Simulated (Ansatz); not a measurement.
# Geometry relaxation, with input and output: SiN₂H₅OF (charge +1) (part 2 of 2)

SiN₂H₅OF, charge +1, multiplicity 2; HF/STO-3G, UHF (Ansatz 0.2.0). The starting geometry was optimised with HF/STO-3G.

Geometry of the input (Å):
```
N  -0.3987  1.5242  0.0519
Si 0.0441  -0.0748  -0.3127
N  -0.5142  -1.0795  0.9475
O  1.6853  -0.0457  -0.5510
F  -0.5915  -0.6514  -1.6631
H  -1.3649  1.7359  0.2799
H  0.0076  2.2875  -0.4796
H  -0.4212  -2.0881  0.8631
H  -0.3195  -0.8045  1.9060
H  1.9560  -0.8548  -1.0390
```

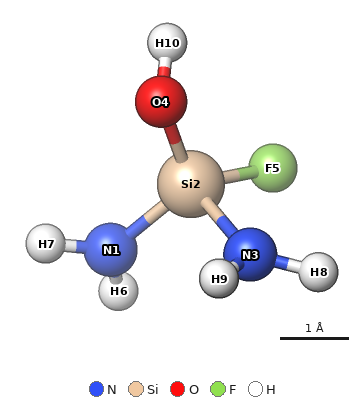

*The geometry at step 30 of the log (ball-and-stick view, seen at a tilt; atoms are numbered from 1 in the order of the input).*

Trajectory as extended XYZ (Å, eV, eV/Å), 21 of the 59 frames kept, from step=1 to step=59:
```
10
Properties=species:S:1:pos:R:3:forces:R:3 step=1 energy=-15448.46746
N    -0.3987    1.5242    0.0519   -0.4121  -0.9790   0.5910
Si    0.0441   -0.0748   -0.3127    1.5010   5.0719  -5.8075
N    -0.5142   -1.0795    0.9475    0.0501  -1.5076   1.7817
O     1.6853   -0.0457   -0.5510   -0.5124  -0.6777   0.8888
F    -0.5915   -0.6514   -1.6631   -0.1880  -0.4556   0.7214
H    -1.3649    1.7359    0.2799   -0.0892   0.1407   0.0067
H     0.0076    2.2875   -0.4796    0.2376  -0.1100   0.0100
H    -0.4212   -2.0881    0.8631   -0.5561  -2.0026  -0.0351
H    -0.3195   -0.8045    1.9060   -0.2997   0.5587   2.0180
H     1.9560   -0.8548   -1.0390    0.2688  -0.0388  -0.1749
10
Properties=species:S:1:pos:R:3:forces:R:3 step=4 energy=-15449.55462
N    -0.4339    1.5053    0.0418    0.0945   0.1710  -0.2615
Si    0.1215    0.0234   -0.4979    0.0476  -0.1648  -0.2986
N    -0.3641   -1.0955    0.9897   -0.2068  -0.5502   0.8756
O     1.7532   -0.0692   -0.5954   -0.3030  -0.1080   0.0700
F    -0.6303   -0.7646   -1.6627    0.0951   0.1621   0.4592
H    -1.4241    1.6834    0.1947    0.1138   0.0087  -0.1004
H     0.0525    2.3529   -0.2570   -0.1530  -0.2605   0.2694
H    -0.6015   -2.1364    0.9701    0.2024   0.8708  -0.0653
H    -0.4254   -0.7391    1.9962    0.0872  -0.2571  -0.9534
H     2.0352   -0.8114   -1.1765    0.0221   0.1281   0.0050
10
Properties=species:S:1:pos:R:3:forces:R:3 step=7 energy=-15449.64868
N    -0.4634    1.4888   -0.0057   -0.1530   0.1463  -0.1480
Si    0.0887    0.0003   -0.5021    0.0614   0.1771   0.0390
N    -0.3357   -1.1046    1.0038   -0.0235  -0.1185  -0.0786
O     1.7106   -0.0854   -0.5573    0.1592  -0.0403  -0.0201
F    -0.7229   -0.8143   -1.5904   -0.0372  -0.0093  -0.0419
H    -1.4453    1.7482   -0.0624    0.1626  -0.0112  -0.0100
H     0.1420    2.3069   -0.0275   -0.0854  -0.2121   0.0732
H    -0.6017   -2.1185    0.9773   -0.0027  -0.0281   0.0063
H    -0.3469   -0.7541    1.9884    0.0173   0.0668   0.1768
H     2.0577   -0.7185   -1.2213   -0.0987   0.0294   0.0036
10
Properties=species:S:1:pos:R:3:forces:R:3 step=10 energy=-15449.66967
N    -0.4923    1.4869   -0.0484    0.1224   0.0975  -0.0210
Si    0.0835   -0.0018   -0.4977   -0.0525   0.0824   0.0211
N    -0.3294   -1.1043    1.0231    0.0738  -0.0193   0.0601
O     1.7107   -0.1188   -0.5336    0.0202  -0.1114  -0.1140
F    -0.7298   -0.8139   -1.5886   -0.0097  -0.0066  -0.0139
H    -1.4405    1.7979   -0.2300    0.0585  -0.0210   0.0012
H     0.1409    2.2606    0.1347   -0.1403  -0.1073  -0.0110
H    -0.6071   -2.1157    1.0060   -0.0253  -0.0023  -0.0115
H    -0.2810   -0.7629    2.0141   -0.0169  -0.0030  -0.0239
H     2.0280   -0.6791   -1.2768   -0.0303   0.0910   0.1131
10
Properties=species:S:1:pos:R:3:forces:R:3 step=13 energy=-15449.67176 accepted=F
N    -0.4949    1.4852   -0.0702    0.0403  -0.0237   0.0025
Si    0.0924   -0.0024   -0.4954   -0.2449  -0.0308  -0.0159
N    -0.3176   -1.1028    1.0323    0.0375   0.0465  -0.0849
O     1.7132   -0.1498   -0.5186    0.0735   0.0501   0.0807
F    -0.7408   -0.8046   -1.5808    0.0564  -0.0041   0.0180
H    -1.4361    1.7916   -0.2847   -0.0163  -0.0045  -0.0088
H     0.1126    2.2542    0.1826    0.0350   0.0451   0.0175
H    -0.6607   -2.0927    1.0092   -0.0262  -0.0526  -0.0015
H    -0.2222   -0.7798    2.0238    0.0058   0.0171   0.0768
H     2.0371   -0.6501   -1.2952    0.0389  -0.0433  -0.0844
10
Properties=species:S:1:pos:R:3:forces:R:3 step=15 energy=-15449.67281
N    -0.4942    1.4865   -0.0711    0.0075   0.0050   0.0041
Si    0.0865   -0.0039   -0.4948   -0.0476  -0.0155  -0.0109
N    -0.3187   -1.1036    1.0330    0.0080   0.0055  -0.0100
O     1.7108   -0.1461   -0.5177    0.0248  -0.0100  -0.0031
F    -0.7382   -0.8115   -1.5817    0.0172  -0.0008   0.0082
H    -1.4339    1.7973   -0.2866   -0.0035   0.0021   0.0013
H     0.1177    2.2527    0.1833    0.0036   0.0014  -0.0016
H    -0.6584   -2.0958    1.0092   -0.0058   0.0012   0.0016
H    -0.2237   -0.7810    2.0263    0.0021  -0.0020   0.0034
H     2.0351   -0.6458   -1.2970   -0.0062   0.0131   0.0070
10
Properties=species:S:1:pos:R:3:forces:R:3 step=18 energy=-15449.67388
N    -0.4970    1.4810   -0.0838   -0.0006   0.0153   0.0046
Si    0.0883   -0.0113   -0.4913   -0.0374  -0.0165   0.0010
N    -0.3209   -1.1043    1.0386   -0.0192  -0.0304   0.0401
O     1.7127   -0.1633   -0.4940    0.0581  -0.0582  -0.0956
F    -0.7315   -0.8209   -1.5802    0.0180  -0.0027   0.0049
H    -1.4358    1.7890   -0.3070   -0.0009   0.0036   0.0042
H     0.1086    2.2477    0.1842   -0.0001  -0.0066  -0.0041
H    -0.7491   -2.0632    1.0161    0.0273   0.0650   0.0080
H    -0.1420   -0.8136    2.0314   -0.0068  -0.0255  -0.0571
H     2.0498   -0.5922   -1.3111   -0.0384   0.0559   0.0939
10
Properties=species:S:1:pos:R:3:forces:R:3 step=21 energy=-15449.67425 accepted=F
N    -0.4993    1.4719   -0.0978   -0.0148  -0.0240   0.0057
Si    0.0937   -0.0221   -0.4871    0.0315   0.0126  -0.0360
N    -0.3217   -1.1045    1.0426   -0.1435  -0.1390   0.0757
O     1.7190   -0.1722   -0.4782   -0.0036  -0.0074   0.0126
F    -0.7080   -0.8473   -1.5771   -0.0206   0.0125  -0.0074
H    -1.4444    1.7724   -0.3036    0.0061  -0.0039  -0.0075
H     0.1023    2.2401    0.1729    0.0059   0.0141  -0.0027
H    -0.8750   -2.0010    1.0266    0.1461   0.1886   0.0376
H    -0.0509   -0.8607    2.0278   -0.0113  -0.0593  -0.0843
H     2.0671   -0.5277   -1.3233    0.0043   0.0058   0.0063
10
Properties=species:S:1:pos:R:3:forces:R:3 step=24 energy=-15449.67569 accepted=F
N    -0.4988    1.4711   -0.1089   -0.0083  -0.0037  -0.0038
Si    0.0876   -0.0277   -0.4850   -0.0161  -0.0288   0.0037
N    -0.3309   -1.1055    1.0480   -0.0371  -0.0849   0.1005
O     1.7106   -0.2005   -0.4532    0.1360  -0.1029  -0.2641
F    -0.7183   -0.8481   -1.5757   -0.0036   0.0162   0.0000
H    -1.4392    1.7761   -0.3284   -0.0099   0.0092  -0.0039
H     0.1033    2.2367    0.1686   -0.0023   0.0089   0.0032
H    -0.9052   -1.9878    1.0395    0.1078   0.1603   0.0403
H    -0.0029   -0.8912    2.0240   -0.0629  -0.0661  -0.1414
H     2.0769   -0.4742   -1.3259   -0.1035   0.0917   0.2655
10
Properties=species:S:1:pos:R:3:forces:R:3 step=27 energy=-15449.67688 accepted=F
N    -0.4958    1.4656   -0.1161   -0.0077   0.0011  -0.0123
Si    0.0838   -0.0383   -0.4847   -0.0102   0.0114   0.0327
N    -0.3307   -1.1078    1.0525   -0.0552  -0.0496   0.0692
O     1.7048   -0.2362   -0.4416    0.1969  -0.1130  -0.4540
F    -0.7307   -0.8486   -1.5758   -0.0056   0.0016   0.0022
H    -1.4292    1.7800   -0.3533    0.0093  -0.0026   0.0003
H     0.1059    2.2251    0.1794   -0.0112  -0.0065  -0.0010
H    -0.9182   -1.9793    1.0554    0.0676   0.0905   0.0112
H     0.0094   -0.8971    2.0237   -0.0230  -0.0343  -0.0830
H     2.0838   -0.4145   -1.3366   -0.1611   0.1013   0.4346
10
Properties=species:S:1:pos:R:3:forces:R:3 step=30 energy=-15449.68018
N    -0.4936    1.4650   -0.1265    0.0074   0.0058  -0.0110
Si    0.0812   -0.0432   -0.4830   -0.0278   0.0149   0.0118
N    -0.3401   -1.1033    1.0571    0.0704  -0.0494   0.0262
O     1.6999   -0.2605   -0.4351    0.0544  -0.0503  -0.1801
F    -0.7400   -0.8503   -1.5715    0.0044   0.0012   0.0059
H    -1.4248    1.7808   -0.3695    0.0009   0.0014  -0.0043
H     0.1049    2.2222    0.1807   -0.0040  -0.0009  -0.0006
H    -0.9335   -1.9688    1.0632   -0.0066   0.0390   0.0094
H     0.0387   -0.9183    2.0182   -0.0344  -0.0037  -0.0400
H     2.0903   -0.3747   -1.3307   -0.0647   0.0420   0.1827
10
Properties=species:S:1:pos:R:3:forces:R:3 step=33 energy=-15449.67615 accepted=F
N    -0.4817    1.4493   -0.1935    0.2761   0.0498   0.1884
Si    0.0793   -0.0857   -0.4874   -0.7560   0.3022  -0.0095
N    -0.3338   -1.1118    1.0579    0.1552   0.0215   0.3481
O     1.6794   -0.3724   -0.4273    0.2900   0.0900  -0.3478
F    -0.7820   -0.9045   -1.5352    0.0490   0.0802  -0.0882
H    -1.3831    1.8017   -0.5004    0.1216  -0.1353  -0.0059
H     0.0776    2.1673    0.2657   -0.1863  -0.2549  -0.2307
H    -1.0923   -1.8285    1.1526   -0.0460  -0.0164  -0.0318
H     0.2158   -1.0423    1.9499   -0.0717  -0.0610  -0.0457
H     2.1037   -0.1244   -1.2794    0.1680  -0.0760   0.2232
10
Properties=species:S:1:pos:R:3:forces:R:3 step=36 energy=-15449.69539
N    -0.4875    1.4424   -0.1785    0.0489   0.0554   0.0202
Si    0.0628   -0.0862   -0.4858   -0.0950   0.0374  -0.0215
N    -0.3329   -1.1169    1.0702    0.0133  -0.0750   0.1480
O     1.6671   -0.3743   -0.4330    0.1477   0.0474  -0.1646
F    -0.7909   -0.8898   -1.5492   -0.0228   0.0099  -0.0082
H    -1.3857    1.7898   -0.4944    0.0294  -0.0290   0.0107
H     0.0960    2.1750    0.2106   -0.0569  -0.0546  -0.0438
H    -1.1126   -1.8152    1.1638    0.0836   0.0816   0.0150
H     0.2372   -1.0812    1.9531   -0.0993  -0.0305  -0.1222
H     2.1296   -0.0948   -1.2539   -0.0489  -0.0425   0.1664
10
Properties=species:S:1:pos:R:3:forces:R:3 step=39 energy=-15449.69909
N    -0.4846    1.4354   -0.1890   -0.0413   0.0522  -0.0009
Si    0.0588   -0.0948   -0.4878    0.1244  -0.0133  -0.0033
N    -0.3298   -1.1227    1.0723   -0.0554  -0.0364   0.0244
O     1.6648   -0.3844   -0.4342   -0.0090   0.0149  -0.0540
F    -0.8019   -0.8931   -1.5485   -0.0271  -0.0265  -0.0003
H    -1.3857    1.7751   -0.5025   -0.0073   0.0152   0.0052
H     0.0972    2.1733    0.1885   -0.0029  -0.0057   0.0009
H    -1.1581   -1.7551    1.1975    0.0377   0.0237   0.0197
H     0.2811   -1.1466    1.9251   -0.0143  -0.0098  -0.0375
H     2.1411   -0.0383   -1.2186   -0.0049  -0.0143   0.0459
10
Properties=species:S:1:pos:R:3:forces:R:3 step=42 energy=-15449.70306
N    -0.4958    1.4263   -0.2081   -0.0109  -0.0585  -0.0209
Si    0.0570   -0.1056   -0.5001   -0.0153   0.0629  -0.0093
N    -0.3315   -1.1242    1.0690    0.0036   0.0114  -0.0507
O     1.6615   -0.3902   -0.4284    0.0128  -0.0076   0.0087
F    -0.7890   -0.9172   -1.5654    0.0164   0.0387   0.0762
H    -1.3980    1.7666   -0.5184    0.0040  -0.0202  -0.0161
H     0.0790    2.1619    0.1841    0.0104  -0.0029   0.0006
H    -1.2320   -1.6075    1.2976   -0.0773  -0.0151  -0.0130
H     0.3673   -1.2847    1.8328    0.0670  -0.0089   0.0306
H     2.1645    0.0233   -1.1603   -0.0108   0.0003  -0.0062
10
Properties=species:S:1:pos:R:3:forces:R:3 step=45 energy=-15449.70452
N    -0.5077    1.4258   -0.2137    0.0222   0.0266  -0.0037
Si    0.0610   -0.0997   -0.4943   -0.0427  -0.0260   0.0472
N    -0.3298   -1.1206    1.0739    0.1108  -0.1425   0.1387
O     1.6651   -0.3797   -0.4162    0.0220  -0.0101   0.0174
F    -0.7808   -0.9212   -1.5527   -0.0098  -0.0026  -0.0135
H    -1.3997    1.7640   -0.5538   -0.0109  -0.0136  -0.0073
H     0.0569    2.1632    0.1893   -0.0048   0.0264   0.0032
H    -1.2598   -1.5347    1.3376    0.1490   0.0779  -0.0063
H     0.4080   -1.3781    1.7819   -0.2348   0.0572  -0.1665
H     2.1696    0.0297   -1.1491   -0.0010   0.0067  -0.0093
10
Properties=species:S:1:pos:R:3:forces:R:3 step=47 energy=-15449.70359 accepted=F
N    -0.5052    1.4262   -0.2244   -0.0182  -0.0021   0.0226
Si    0.0673   -0.1052   -0.4758    0.0384   0.1078  -0.1804
N    -0.3308   -1.1386    1.0703    0.2739   0.0655   0.0419
O     1.6788   -0.3678   -0.4053   -0.1662  -0.0822   0.0814
F    -0.7881   -0.9316   -1.5230    0.0755   0.0216  -0.0225
H    -1.4040    1.7390   -0.5726    0.0127   0.0087   0.0186
H     0.0490    2.1877    0.1506   -0.0140  -0.0780  -0.0124
H    -1.2792   -1.4304    1.3984   -0.1429  -0.0542   0.0788
H     0.4187   -1.5121    1.7028   -0.0690  -0.0211   0.0198
H     2.1766    0.0816   -1.1182    0.0097   0.0340  -0.0478
10
Properties=species:S:1:pos:R:3:forces:R:3 step=50 energy=-15449.70852
N    -0.5157    1.4193   -0.2224   -0.0194  -0.0021   0.0025
Si    0.0674   -0.1041   -0.4901    0.0112   0.0202  -0.0148
N    -0.3234   -1.1308    1.0700   -0.0031  -0.0237   0.0550
O     1.6747   -0.3717   -0.4042   -0.0227  -0.0042  -0.0131
F    -0.7685   -0.9273   -1.5532    0.0242  -0.0028   0.0009
H    -1.4098    1.7390   -0.5756    0.0072   0.0054   0.0049
H     0.0320    2.1703    0.1797    0.0016  -0.0123  -0.0020
H    -1.2770   -1.3918    1.4225    0.0645   0.0084  -0.0013
H     0.4239   -1.5194    1.6975   -0.0639   0.0153  -0.0364
H     2.1795    0.0652   -1.1213    0.0005  -0.0041   0.0043
10
Properties=species:S:1:pos:R:3:forces:R:3 step=53 energy=-15449.70928
N    -0.5282    1.4171   -0.2237   -0.0195   0.0118   0.0001
Si    0.0669   -0.1016   -0.4876    0.0351  -0.0459  -0.0177
N    -0.3224   -1.1341    1.0726   -0.0027   0.0138  -0.0019
O     1.6746   -0.3606   -0.3939    0.0004  -0.0083   0.0078
F    -0.7469   -0.9325   -1.5618   -0.0031   0.0051   0.0178
H    -1.4126    1.7388   -0.5986   -0.0089  -0.0025   0.0083
H     0.0160    2.1697    0.1797    0.0031   0.0029   0.0106
H    -1.2694   -1.3185    1.4837    0.0121   0.0112  -0.0122
H     0.4233   -1.6018    1.6440   -0.0091   0.0115  -0.0175
H     2.1816    0.0723   -1.1118   -0.0073   0.0006   0.0048
10
Properties=species:S:1:pos:R:3:forces:R:3 step=56 energy=-15449.70975
N    -0.5315    1.4118   -0.2247    0.0042  -0.0005   0.0006
Si    0.0716   -0.1040   -0.4920   -0.0022   0.0027   0.0004
N    -0.3220   -1.1298    1.0688   -0.0063  -0.0115   0.0171
O     1.6790   -0.3617   -0.3937    0.0007   0.0001   0.0010
F    -0.7401   -0.9376   -1.5652   -0.0013   0.0003  -0.0009
H    -1.4206    1.7283   -0.5926   -0.0013  -0.0010  -0.0022
H     0.0074    2.1654    0.1841   -0.0004   0.0007  -0.0005
H    -1.2663   -1.2725    1.5023    0.0197   0.0026  -0.0076
H     0.4171   -1.6289    1.6216   -0.0126   0.0056  -0.0074
H     2.1885    0.0778   -1.1057   -0.0004   0.0010  -0.0004
10
Properties=species:S:1:pos:R:3:forces:R:3 step=59 energy=-15449.70978
N    -0.5331    1.4109   -0.2257    0.0004   0.0000   0.0004
Si    0.0720   -0.1044   -0.4917   -0.0003  -0.0014  -0.0015
N    -0.3218   -1.1309    1.0688    0.0030   0.0038   0.0015
O     1.6797   -0.3603   -0.3924    0.0004  -0.0007   0.0009
F    -0.7379   -0.9391   -1.5655   -0.0005   0.0006  -0.0002
H    -1.4213    1.7264   -0.5968    0.0006  -0.0007   0.0001
H     0.0044    2.1655    0.1831   -0.0008   0.0003  -0.0002
H    -1.2622   -1.2545    1.5152   -0.0022  -0.0013   0.0002
H     0.4138   -1.6478    1.6094   -0.0004  -0.0012  -0.0011
H     2.1894    0.0832   -1.1017   -0.0003   0.0005  -0.0001
```

Key numbers:

```json
{"quantity": "outcome", "value": "converged"}
{"quantity": "total energy", "value": "−567.766362 hartree"}
{"quantity": "basis functions", "value": "34"}
{"quantity": "largest force", "value": "0.005 eV/Å"}
{"quantity": "⟨S²⟩", "value": "0.762"}
{"quantity": "SCF solution under orbital rotations", "value": "stable"}
{"quantity": "hardware", "value": "1 thread of Arm Neoverse V2, 112 GiB of memory available, shared host"}
{"quantity": "wall time", "value": "83 s"}
{"quantity": "peak memory", "value": "0.13 GiB"}
```
